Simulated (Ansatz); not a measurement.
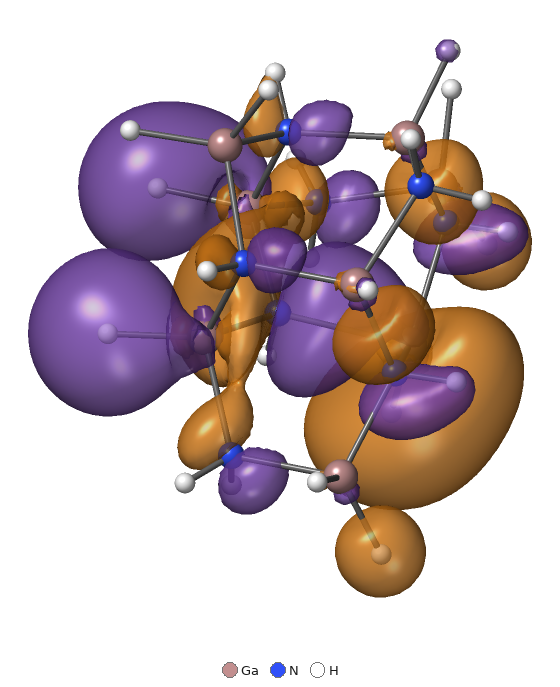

*Ga$_{8}$H$_{22}$N$_{8}$ (charge −1, doublet). The HOMO−1 (α) at ±0.04 Å⁻³ᐟ² (orange and purple are the two phases), seen at an oblique angle.*

Geometry: r2SCAN-D4/def2-SVP; the highest occupied orbital lies above zero, a sign that basis and functional describe the outermost electron poorly.

Method: UKS PBE0-D4/def2-TZVP (Ansatz).

| atom | x (Å) | y (Å) | z (Å) |
| --- | --- | --- | --- |
| Ga | 0.6565 | -3.6374 | -1.0193 |
| N | 0.1886 | -3.3967 | 0.9287 |
| N | 0.5429 | -1.7538 | -1.5626 |
| Ga | -1.2917 | -0.7428 | -1.3246 |
| Ga | 0.4294 | -1.5531 | 1.6783 |
| N | -1.0117 | -0.5849 | 0.8617 |
| N | -1.2476 | 1.3516 | -1.5593 |
| Ga | -2.8197 | 2.3932 | -1.0119 |
| Ga | -1.1281 | 1.1460 | 1.6812 |
| N | -2.8458 | 1.8598 | 0.9337 |
| Ga | 2.1241 | -0.8035 | -1.0060 |
| N | 2.0009 | -0.6621 | 0.9383 |
| N | 1.8519 | 1.0699 | -1.6819 |
| Ga | 0.3675 | 2.2428 | -1.0026 |
| Ga | 2.1339 | 1.2293 | 1.5746 |
| N | 0.4292 | 2.0619 | 0.9413 |
| H | -0.4606 | -4.5370 | -1.6834 |
| H | 2.1476 | -4.1898 | -0.9677 |
| H | -0.8059 | -3.6122 | 1.0465 |
| H | 0.6786 | -4.0925 | 1.4962 |
| H | 0.5278 | -1.7659 | -2.5889 |
| H | -2.6759 | -1.5391 | -0.9454 |
| H | 0.5078 | -1.7236 | 3.2488 |
| H | -1.8767 | -1.0842 | 1.0968 |
| H | -1.2668 | 1.3464 | -2.5856 |
| H | -4.1585 | 1.8814 | -1.6783 |
| H | -2.5489 | 3.9599 | -0.9538 |
| H | -1.2351 | 1.2972 | 3.2520 |
| H | -3.5284 | 1.1043 | 1.0476 |
| H | -3.2053 | 2.6289 | 1.5043 |
| H | 3.5529 | -1.2618 | -1.5027 |
| H | 2.8414 | -1.1015 | 1.3284 |
| H | 1.7196 | 0.9948 | -2.6954 |
| H | 2.7336 | 1.5782 | -1.5628 |
| H | 0.6865 | 3.7098 | -1.4971 |
| H | 2.1848 | 1.2569 | 3.1547 |
| H | 3.3314 | 1.9212 | 0.7831 |
| H | 0.4698 | 3.0087 | 1.3331 |

Q: What is the character of this orbital?

A: It lies mainly on N6 (about 30 %), H22 (about 15 %), Ga4 (about 15 %), H23 (about 5 %), H28 (about 5 %), Ga5 (about 5 %) and Ga9 (about 5 %). Its energy is −4.16 eV.
